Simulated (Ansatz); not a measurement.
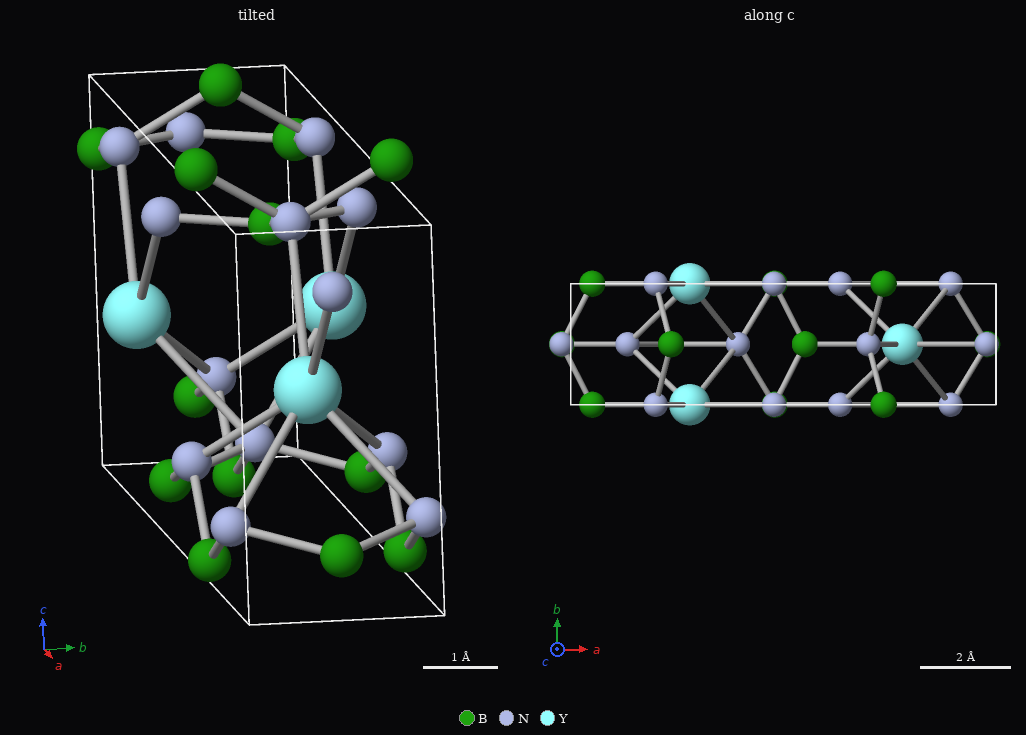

The image is a ball-and-stick drawing of a crystal, viewed slightly off an axis and along the c axis. The wireframe shows the conventional unit cell.

YB3N4, space group Cm (No. 8), a = 9.687 Å, b = 2.717 Å, c = 5.327 Å, α = 90.00°, β = 99.73°, γ = 90.00°. The starting point was a structure type filled with these elements by a generator (whether the compound takes this form wasn't checked). Earlier steps of the study, as a rule a relaxation of our own, may have changed the cell and positions, so they can lie some per cent off the listed ones. A calculation with Ansatz used it as input.

This one geometry was computed with Ansatz (DFT, plane waves, PAW) at four levels of theory: r2SCAN, PBE with spin-orbit coupling, PBE and HSE06. It was relaxed beforehand with r2SCAN.

**Which level gives the highest pressure at this volume, and what does that say about its equilibrium volume?**

Highest: PBE with spin-orbit coupling (3.0 GPa) and PBE (3.0 GPa), which points to the largest equilibrium volume. Lowest, with the smallest volume: HSE06 (-2.7 GPa). Levels within 0.5 GPa of each other can't be told apart.

**How does the band gap change with the level of theory?**

PBE: a gap of 0.14 eV, indirect; PBE with spin-orbit coupling: a gap of 0.15 eV, indirect; r2SCAN: a gap of 0.49 eV, indirect; HSE06: a gap of 1.31 eV, indirect.

**Collect the results in a table.**

| level | cutoff (eV) | k-mesh of the run's cell | gap (eV) | pressure (GPa) |
| --- | --- | --- | --- | --- |
| r2SCAN | 500 | 10×10×6 | 0.49 | 0.0 |
| PBE with spin-orbit coupling | 420 | 10×10×6 | 0.15 | 3.0 |
| PBE | 420 | 10×10×6 | 0.14 | 3.0 |
| HSE06 | 420 | 6×6×4 | 1.31 | -2.7 |

Gaps are taken on the k-mesh or band path of each run.
